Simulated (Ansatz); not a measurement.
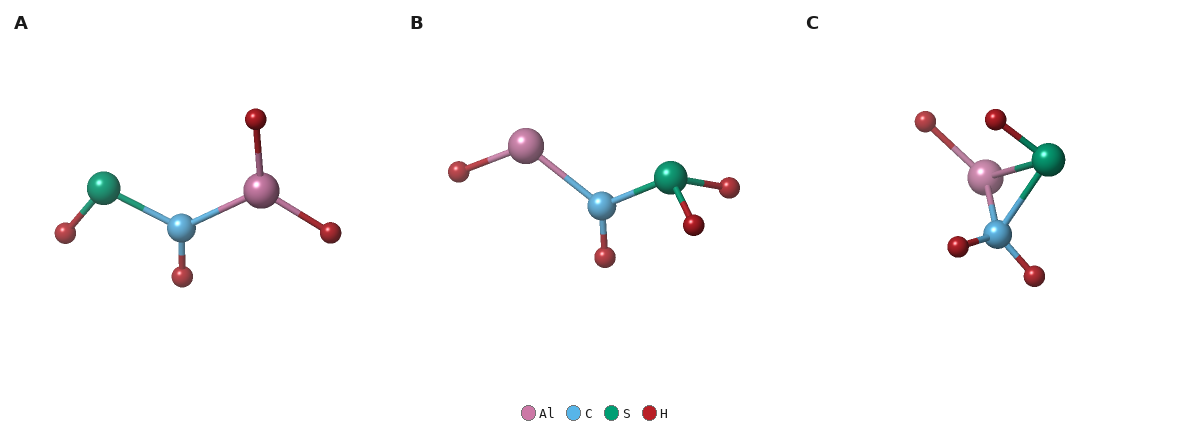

3 stationary structures of one formula. Charge 0, doublet. Geometries: PBE0-D4/def2-TZVP. Electronic energies: UHF-CCSD(T) (frozen core)/def2-TZVPP (Ansatz 0.2.0), without zero-point energy. No frequency run is at hand to confirm each as a minimum. Each is one conformer, not always the lowest.

Question: Rank them by energy, lowest first.

Answer: C is lowest (C1); A lies 7.0 kcal/mol above it (Cs), B lies 50.9 kcal/mol above it (Cs).
